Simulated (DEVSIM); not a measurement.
System: Si p+/n-/n+ power diode, at 300 K.

```csv
layer (left to right),material,thickness (μm),Nd (cm⁻³),Na (cm⁻³),τn (s),τp (s)
1,Si,2.00,-,3.6e18,3.5e-8,3.5e-7
2,Si,4.00,7.3e15,-,3.5e-7,3.5e-7
3,Si,2.00,3.2e18,-,3.5e-7,3.5e-7
```

Left contact: ohmic. Right contact: ohmic. Voltage is applied to the left contact. Recombination: SRH at mid-gap, Auger. Mobility is μmin + (μ − μmin)/(1 + (N/Nref)^α).

Constants are typed, rounded textbook-type inputs, not results; the design itself was drawn at random and stands for no fabricated device. Values at 300 K.

| parameter | Si |
|---|---|
| gap (eV) | 1.124 |
| affinity (eV) | 4.05 |
| permittivity | 11.7 |
| Nc (cm⁻³) | 2.86e19 |
| Nv (cm⁻³) | 3.1e19 |
| μn (cm²/Vs) | 1417 |
| μp (cm²/Vs) | 470 |
| μn,min | 52 |
| μp,min | 45 |
| Nref,n | 9.7e16 |
| Nref,p | 2.2e17 |
| αn | 0.68 |
| αp | 0.72 |
| Cn (cm⁶/s) | 2.8e-31 |
| Cp (cm⁶/s) | 9.9e-32 |

Simulated with DEVSIM: 1D drift-diffusion, Boltzmann statistics, complete ionisation; no tunnelling, impact ionisation, image-force lowering or self-heating.

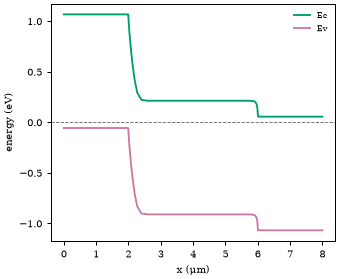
Fig. 1. Band edges at zero bias

Energies count from the Fermi level of the right contact; mesh points crowd at the junctions.

```json
[
 {"x (μm)": "0.000", "Ec (eV)": "1.068", "Ev (eV)": "-0.056", "n (cm⁻³)": "< 1e2", "p (cm⁻³)": "3.6e18", "field (V/cm)": "≈ 0"},
 {"x (μm)": "0.04470", "Ec (eV)": "1.068", "Ev (eV)": "-0.056", "n (cm⁻³)": "< 1e2", "p (cm⁻³)": "3.6e18", "field (V/cm)": "≈ 0"},
 {"x (μm)": "0.1706", "Ec (eV)": "1.068", "Ev (eV)": "-0.056", "n (cm⁻³)": "< 1e2", "p (cm⁻³)": "3.6e18", "field (V/cm)": "≈ 0"},
 {"x (μm)": "0.5251", "Ec (eV)": "1.068", "Ev (eV)": "-0.056", "n (cm⁻³)": "< 1e2", "p (cm⁻³)": "3.6e18", "field (V/cm)": "≈ 0"},
 {"x (μm)": "1.524", "Ec (eV)": "1.068", "Ev (eV)": "-0.056", "n (cm⁻³)": "< 1e2", "p (cm⁻³)": "3.6e18", "field (V/cm)": "≈ 0"},
 {"x (μm)": "1.847", "Ec (eV)": "1.068", "Ev (eV)": "-0.056", "n (cm⁻³)": "< 1e2", "p (cm⁻³)": "3.6e18", "field (V/cm)": "≈ 0"},
 {"x (μm)": "1.962", "Ec (eV)": "1.068", "Ev (eV)": "-0.056", "n (cm⁻³)": "< 1e2", "p (cm⁻³)": "3.6e18", "field (V/cm)": "≈ 0"},
 {"x (μm)": "2.014", "Ec (eV)": "0.956", "Ev (eV)": "-0.168", "n (cm⁻³)": "2500", "p (cm⁻³)": "4.6e16", "field (V/cm)": "-45000"},
 {"x (μm)": "2.084", "Ec (eV)": "0.699", "Ev (eV)": "-0.425", "n (cm⁻³)": "5.2e7", "p (cm⁻³)": "2.3e12", "field (V/cm)": "-32000"},
 {"x (μm)": "2.272", "Ec (eV)": "0.293", "Ev (eV)": "-0.831", "n (cm⁻³)": "3.4e14", "p (cm⁻³)": "340000", "field (V/cm)": "-11000"},
 {"x (μm)": "2.820", "Ec (eV)": "0.214", "Ev (eV)": "-0.910", "n (cm⁻³)": "7.3e15", "p (cm⁻³)": "16000", "field (V/cm)": "≈ 0"},
 {"x (μm)": "4.826", "Ec (eV)": "0.214", "Ev (eV)": "-0.910", "n (cm⁻³)": "7.3e15", "p (cm⁻³)": "16000", "field (V/cm)": "≈ 0"},
 {"x (μm)": "5.604", "Ec (eV)": "0.214", "Ev (eV)": "-0.910", "n (cm⁻³)": "7.3e15", "p (cm⁻³)": "16000", "field (V/cm)": "≈ 0"},
 {"x (μm)": "5.877", "Ec (eV)": "0.209", "Ev (eV)": "-0.915", "n (cm⁻³)": "8.8e15", "p (cm⁻³)": "13000", "field (V/cm)": "-1000"},
 {"x (μm)": "5.987", "Ec (eV)": "0.143", "Ev (eV)": "-0.981", "n (cm⁻³)": "1.1e17", "p (cm⁻³)": "1000", "field (V/cm)": "-26000"},
 {"x (μm)": "6.020", "Ec (eV)": "0.057", "Ev (eV)": "-1.067", "n (cm⁻³)": "3.2e18", "p (cm⁻³)": "< 1e2", "field (V/cm)": "-20"},
 {"x (μm)": "6.101", "Ec (eV)": "0.057", "Ev (eV)": "-1.067", "n (cm⁻³)": "3.2e18", "p (cm⁻³)": "< 1e2", "field (V/cm)": "≈ 0"},
 {"x (μm)": "6.330", "Ec (eV)": "0.057", "Ev (eV)": "-1.067", "n (cm⁻³)": "3.2e18", "p (cm⁻³)": "< 1e2", "field (V/cm)": "≈ 0"},
 {"x (μm)": "7.279", "Ec (eV)": "0.057", "Ev (eV)": "-1.067", "n (cm⁻³)": "3.2e18", "p (cm⁻³)": "< 1e2", "field (V/cm)": "≈ 0"},
 {"x (μm)": "7.760", "Ec (eV)": "0.057", "Ev (eV)": "-1.067", "n (cm⁻³)": "3.2e18", "p (cm⁻³)": "< 1e2", "field (V/cm)": "≈ 0"},
 {"x (μm)": "7.927", "Ec (eV)": "0.057", "Ev (eV)": "-1.067", "n (cm⁻³)": "3.2e18", "p (cm⁻³)": "< 1e2", "field (V/cm)": "≈ 0"},
 {"x (μm)": "8.000", "Ec (eV)": "0.057", "Ev (eV)": "-1.067", "n (cm⁻³)": "3.2e18", "p (cm⁻³)": "< 1e2", "field (V/cm)": "≈ 0"}
]
```
